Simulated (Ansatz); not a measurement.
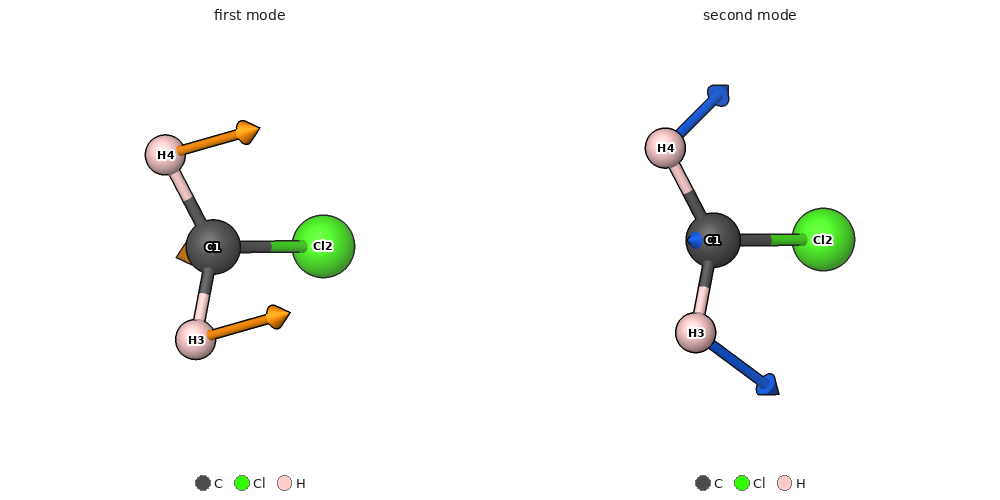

The system is CH2Cl, SMILES [CH2]Cl, spin multiplicity 2; the picture shows the reference structure; its two panels give the patterns of the first and the second mode as arrows. 
- Coordinates scanned: (1) normal mode 1 (249 cm⁻¹); (2) normal mode 4 (1410 cm⁻¹).
- Nothing is relaxed (straight displacements along the two mass-weighted modes).
- The grid has 15 × 15 points; 120 points were computed and 105 follow by symmetry.
- Energies are in eV, from the lowest grid point.
- These are results of UKS r2SCAN-D4/def2-TZVP (Ansatz 0.2.0), not measurements.

Its coordinates:

```xyz
4

C     0.0541   -0.1526   -0.1004
Cl   -0.3414    1.2014    0.8386
H    -0.5550   -1.0357    0.0088
H     0.8979   -0.0732   -0.7672
```

Range: normal mode 1 (249 cm⁻¹) from −0.725 to 0.725 amu½·Å; normal mode 4 (1410 cm⁻¹) from −0.523 to 0.523 amu½·Å.

Q: Predict the map.

A: The lowest grid point is at normal mode 1 (249 cm⁻¹) = 0.000 amu½·Å, normal mode 4 (1410 cm⁻¹) = 0.000 amu½·Å. The highest grid point, normal mode 1 (249 cm⁻¹) = −0.725 amu½·Å, normal mode 4 (1410 cm⁻¹) = −0.523 amu½·Å, lies 2.03 eV above the lowest.

```csv
"normal mode 4 (1410 cm⁻¹) ↓, normal mode 1 (249 cm⁻¹) →",−0.725,−0.621,−0.518,−0.414,−0.311,−0.207,−0.104,0.000,0.104,0.207,0.311,0.414,0.518,0.621,0.725
0.523,1.51,1.28,1.12,1.02,0.97,0.96,0.95,0.96,0.95,0.96,0.97,1.02,1.12,1.28,1.51
0.448,1.26,1.03,0.86,0.77,0.72,0.70,0.70,0.70,0.70,0.70,0.72,0.77,0.86,1.03,1.26
0.374,1.05,0.82,0.65,0.55,0.50,0.49,0.49,0.49,0.49,0.49,0.50,0.55,0.65,0.82,1.05
0.299,0.89,0.65,0.48,0.38,0.33,0.31,0.31,0.31,0.31,0.31,0.33,0.38,0.48,0.65,0.89
0.224,0.77,0.52,0.35,0.25,0.20,0.18,0.18,0.18,0.18,0.18,0.20,0.25,0.35,0.52,0.77
0.149,0.69,0.44,0.26,0.16,0.10,0.08,0.08,0.08,0.08,0.08,0.10,0.16,0.26,0.44,0.69
0.075,0.65,0.40,0.22,0.11,0.05,0.03,0.02,0.02,0.02,0.03,0.05,0.11,0.22,0.40,0.65
0.000,0.66,0.40,0.22,0.10,0.04,0.01,0.00,0.00,0.00,0.01,0.04,0.10,0.22,0.40,0.66
−0.075,0.72,0.46,0.27,0.14,0.07,0.04,0.02,0.02,0.02,0.04,0.07,0.14,0.27,0.46,0.72
−0.149,0.82,0.56,0.36,0.23,0.15,0.11,0.09,0.08,0.09,0.11,0.15,0.23,0.36,0.56,0.82
−0.224,0.97,0.70,0.50,0.36,0.27,0.22,0.20,0.19,0.20,0.22,0.27,0.36,0.50,0.70,0.97
−0.299,1.17,0.89,0.68,0.54,0.44,0.39,0.36,0.35,0.36,0.39,0.44,0.54,0.68,0.89,1.17
−0.374,1.41,1.13,0.92,0.77,0.66,0.60,0.57,0.56,0.57,0.60,0.66,0.77,0.92,1.13,1.41
−0.448,1.70,1.42,1.20,1.04,0.93,0.86,0.83,0.82,0.83,0.86,0.93,1.04,1.20,1.42,1.70
−0.523,2.03,1.75,1.53,1.37,1.25,1.18,1.14,1.13,1.14,1.18,1.25,1.37,1.53,1.75,2.03
```

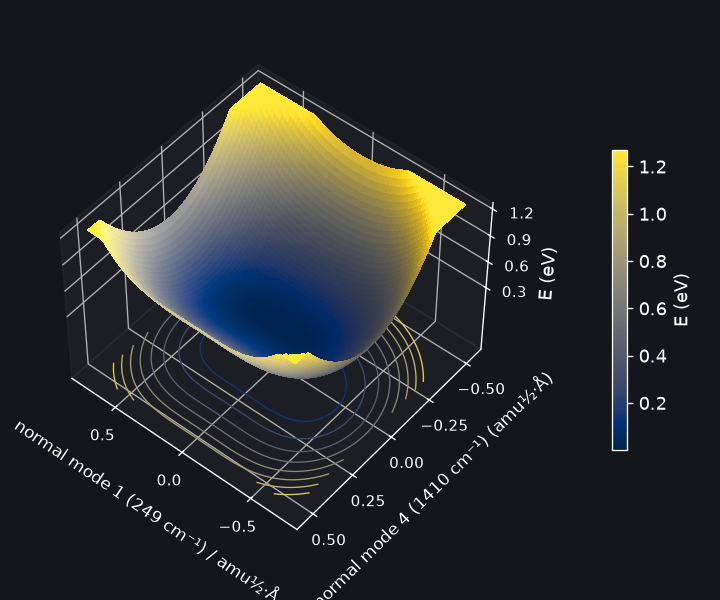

In the figure: a relief with its contours projected below, any walls above the top of the colour scale cut off. Between grid points the surface is interpolated.

Each point was launched as `ansatz run input.yaml --threads 1 --pin off --max-ram 2560MiB --backend cpu --events-out ev --progress --plain --runs-dir out`. The whole map (120 points run) took 3.5 min on 1 thread of AMD EPYC 9R45 96-Core Processor (Zen 5), on a shared host.
